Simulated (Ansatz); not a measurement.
**Run report: CH3AlSi, single-point calculation**

System: CH3AlSi.
Method: RKS PBE0-D4/def2-TZVPP (Ansatz 0.2.0).

The geometry comes from this level: PBE0-D4/def2-TZVP.

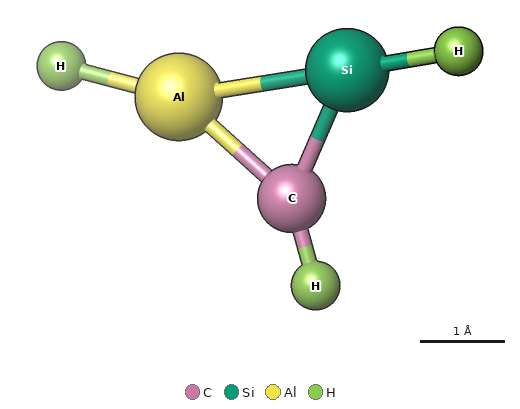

Figure 1. The structure (ball-and-stick view, seen at a tilt). Sticks mark near contacts.

### Results in brief

| quantity | value |
| --- | --- |
| outcome | converged |
| total energy | −15551.0566 eV |
| mean-field energy | −15550.9502 eV |
| dispersion energy | −0.1064 eV |
| SCF solution under orbital rotations | stable |
| HOMO | −6.71 eV |
| LUMO | −1.26 eV |
| hardware | 2 threads of Arm Neoverse V1, 23 GiB of memory available, shared host |
| wall time | 2 s (CPU time 3.8 s) |
| peak memory | 0.29 GiB |

### Input
```yaml
crystal:
  periodic: [false, false, false]
  atoms:
    - {symbol: C, position_ang: [-0.626423, -0.548333, -0.247544]}
    - {symbol: Si, position_ang: [0.420351, 0.708660, -0.883771]}
    - {symbol: Al, position_ang: [0.376939, -0.030085, 1.258364]}
    - {symbol: H, position_ang: [-1.405002, -1.212850, -0.607586]}
    - {symbol: H, position_ang: [0.459023, 1.207180, -2.300324]}
    - {symbol: H, position_ang: [0.775112, -0.124572, 2.780862]}
basis:
  gaussian: {orbitals: def2-TZVPP}
hamiltonian: {xc: pbe0, dispersion: d4}
output: {orbitals: {seedname: orbitals}}
```

Launch command:
```bash
ansatz run in.yaml --threads 2 --pin off --events-out ev --progress --plain --max-ram 4352MiB
```

### What the program printed
```
Functional definition: PBE0
  name "PBE0"
  cite "Adamo & Barone, J. Chem. Phys. 110, 6158 (1999) doi:10.1063/1.478522"
  cite "Perdew, Burke & Ernzerhof, Phys. Rev. Lett. 77, 3865 (1996) doi:10.1103/PhysRevLett.77.3865"
  parent pbe
  parameter a = 0.25
  parameter kappa = 0.804
  parameter beta = 0.06672455060314922
  exchange = (1 - a)*pbe_x(kappa = kappa, mu = beta*pi^2/3) + a*exact_x
  correlation = pbe_c(beta = beta)
948 factors; their error is unknown
mean field evaluation 1: about -15539.5014 eV, gradient 6.7e1 eV
mean field evaluation 2: about -15503.8492 eV, gradient 1.1e2 eV
mean field evaluation 4: about -15550.7070 eV, gradient 7.8e0 eV
mean field evaluation 8: about -15550.9241 eV, gradient 1.8e-1 eV
mean field evaluation 16: about -15550.9502 eV, gradient 3.7e-5 eV
mean field -15550.95020086 eV, -571.4868790690 hartree, gradient 3.7e-5 eV, S^2 0.000000; 0 other end points of the search recorded, 0 dependent functions left out
reference -15550.95023042 eV, -571.4868801551 hartree; 18, 18 occupied and 139, 139 virtual orbitals, 948 factors
Total energy: -15551.05658195 eV, -571.4907885021 hartree
```

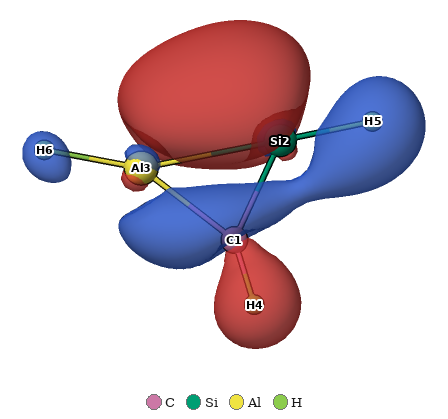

Figure 2. The HOMO at ±0.1 Å⁻³ᐟ² (blue and red are the two phases), seen face on. Its weight (Hirshfeld) is mainly on Si2 (45 %), Al3 (25 %), C1 (15 %) and H5 (10 %); it is symmetric in the molecular plane (σ or in-plane lone-pair type). Its energy is −6.71 eV.

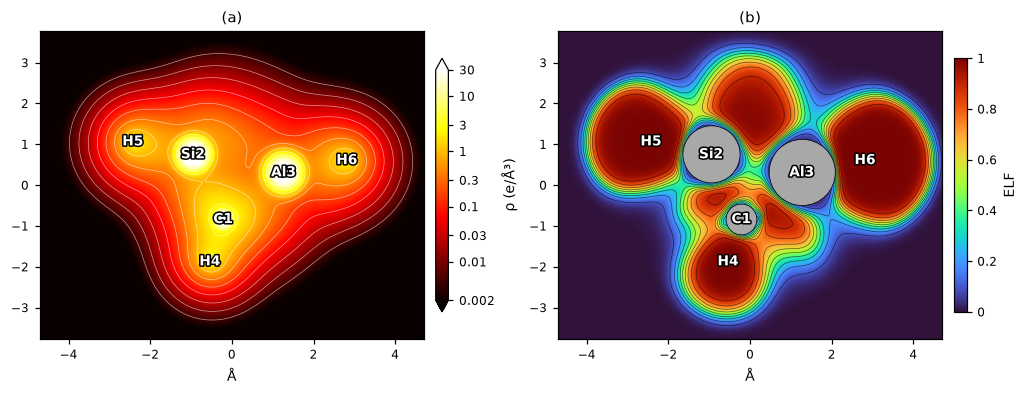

Figure 3. (a) total electron density; (b) electron localisation function on the molecular plane. Grey discs, where drawn, cover atomic cores. The section cuts through C, Si, Al and H sites. Al–Si (2.27 Å): ρ at the midpoint is about 0.42 e/Å³; the ELF is about 0.45 at the midpoint.

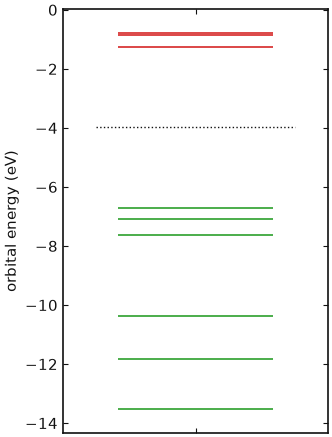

Figure 4. Orbital energies near the frontier; the dotted line parts filled from empty levels, and levels within 0.02 eV of each other stand side by side. Highest filled −6.71 eV, lowest empty −1.26 eV, 5.45 eV apart.
